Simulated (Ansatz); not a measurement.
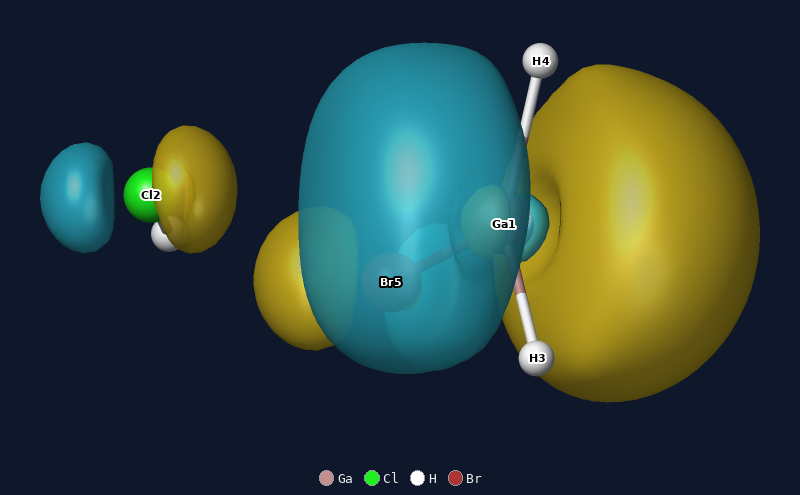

Figure. BrGaH$_{2}$···HCl. One frontier orbital at ±0.1 Å⁻³ᐟ² (yellow and cyan are the two phases), seen from one side.

Not at a stationary point (largest force 1.0 eV/Å).

Level of theory: Ansatz 0.2.0, RKS revPBE-D4/def2-SVP.

The calculation's input:

```
crystal:
  periodic: [false, false, false]
  atoms:
    - { symbol: Ga, position_ang: [0.0, 0.0, 0.0] }
    - { symbol: Cl, position_ang: [0.0, 0.0, 2.59] }
    - { symbol: H, position_ang: [1.3596, 0.0, -0.785] }
    - { symbol: H, position_ang: [-1.3596, 0.0, -0.785] }
    - { symbol: Br, position_ang: [0.1137, -2.5787, 0.8577] }
    - { symbol: H, position_ang: [0.0645, -1.463, 2.1491] }
basis:
  gaussian: { orbitals: def2-SVP }
hamiltonian:
  xc: revpbe
  dispersion: d4
relax:
  f_tol: 0.15
  max_steps: 25
  restrain:
    - { distance: [0, 4], at: 2.42, k: 30.0 }
    - { distance: [5, 1], at: 1.37, k: 30.0 }
    - { distance: [0, 1], at: 3.44, k: 30.0 }
    - { distance: [5, 4], at: 2.75, k: 30.0 }
output:
  orbitals: {}
```

Launched as:

```sh
ansatz run input.yaml --threads 2 --pin off --max-ram 3072MiB --backend cpu --events-out ev --progress --plain --runs-dir out
```

The fields are those of the run's last geometry, not of the input's.

Question: Which orbital is it: HOMO or LUMO?

Answer: The LUMO, at −2.43 eV. Its weight (Hirshfeld) is mainly on Ga1 (about 75 %) and Br5 (about 10 %).
